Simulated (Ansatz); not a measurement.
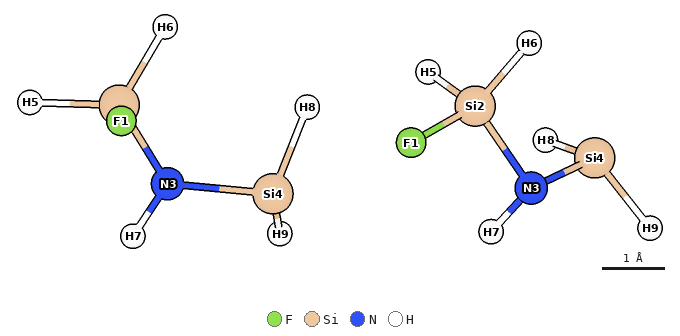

Two geometries of Si₂NH₅F (multiplicity 2) (coarse preliminary run), drawn at one scale. One is the start of a relaxation, the other its converged end. Style: ball-and-stick. Shown from a free direction.

Computed with Ansatz 0.2.0, UKS PBE-D4/def2-SVP. Settings: force threshold 0.03 eV/Å; at most 200 steps.

Question: Which geometry has the lower energy?

Answer: The left one is the relaxed one. The start comes from a force field. The largest move after the best rigid fit is that of H8, 2.27 Å. Largest moves by element: H 2.27 Å, F 0.99 Å, Si 0.73 Å, N 0.69 Å. Some distances before and after: Si2–Si4 2.767 → 3.158 Å, F1–Si2 1.569 → 1.642 Å, Si4–H8 1.448 → 1.510 Å, Si2–N3 1.680 → 1.740 Å. Among the angles between lasting bonds that change: Si2–N3–Si4 108.3° → 128.5°, Si4–N3–H7 105.2° → 115.0°, F1–Si2–N3 104.2° → 112.3°. After 17 accepted moves (18 points after the start) the energy has fallen by 83.7 kJ/mol. Largest force component: 2.6 eV/Å at the start, 0.019 eV/Å at the end. The line search rejected the trial step at point 14 of the run. The run took 27 s on 4 threads of Arm Neoverse V1, on a shared host.
